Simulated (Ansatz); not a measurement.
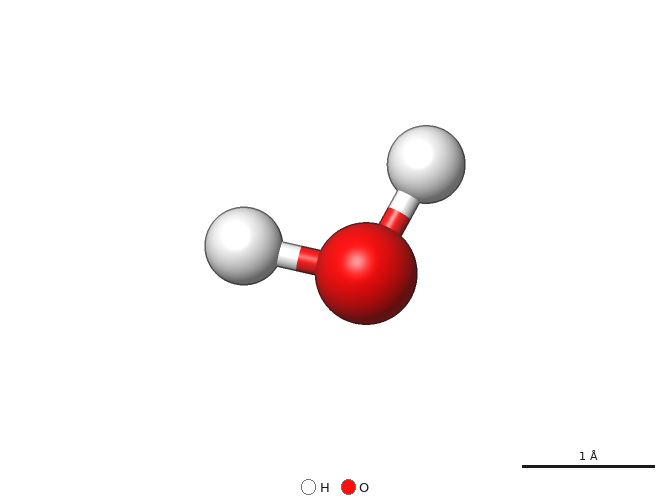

Question: What is the molecular formula?

Answer: H2O, 3 atoms: 2 hydrogen and 1 oxygen.

Question: Give the symmetry (Schoenflies symbol).

Answer: C2v.

Question: Count the bonded pairs by element.

Answer: 2 O–H. Sticks follow a distance rule.

The parts below concern this one geometry. Atoms keep their numbers from picture to picture. The computed structure is the end point of a PBE0-D4/def2-TZVP optimisation.

**Geometry**

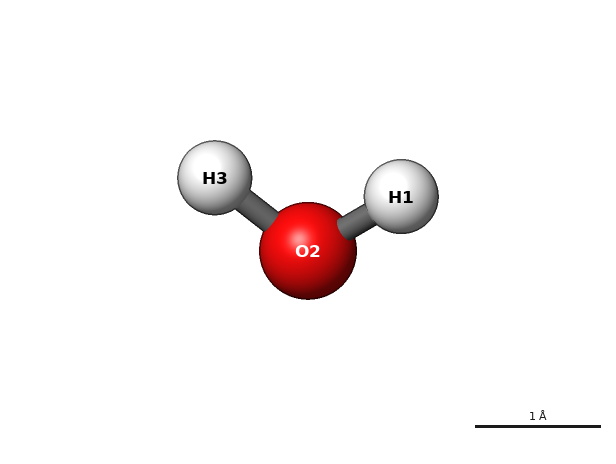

Numbered structure.

Give the bond lengths.

| bond | length (Å) |
| --- | --- |
| H1–O2 | 0.960 |
| O2–H3 | 0.960 |

**Dipole moment**

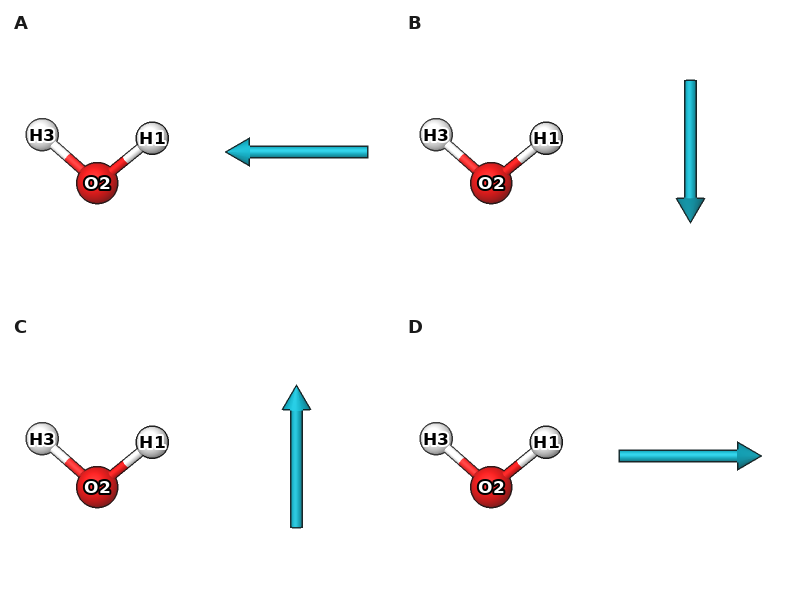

The same molecule four times, each with an arrow. Level of theory: RKS PBE0-D4/def2-TZVP (Ansatz 0.2.0).

Question: Which arrow points along the dipole moment, from the negative to the positive end?

Answer: C. The dipole moment is 2.07 D; it points from the side of O2 to the side of H1, H3 (the outermost atoms at the two ends).

**Electronic properties**

Properties computed with RKS PBE0-D4/def2-TZVPP (Ansatz 0.2.0).

Question: Give the HOMO energy (Kohn–Sham orbital) at this level.

Answer: −8.90 eV.

Question: Estimate the LUMO energy (Kohn–Sham orbital).

Answer: 0.85 eV.

**Charges**

The questions are on Mulliken charges. Method: RKS PBE0-D4/def2-TZVP (Ansatz 0.2.0).

List the Mulliken charges.

| atom | value (e) |
| --- | --- |
| H1 | 0.32 |
| O2 | −0.65 |
| H3 | 0.32 |

Mulliken values depend strongly on the basis set and can even reverse the polarity of a bond.
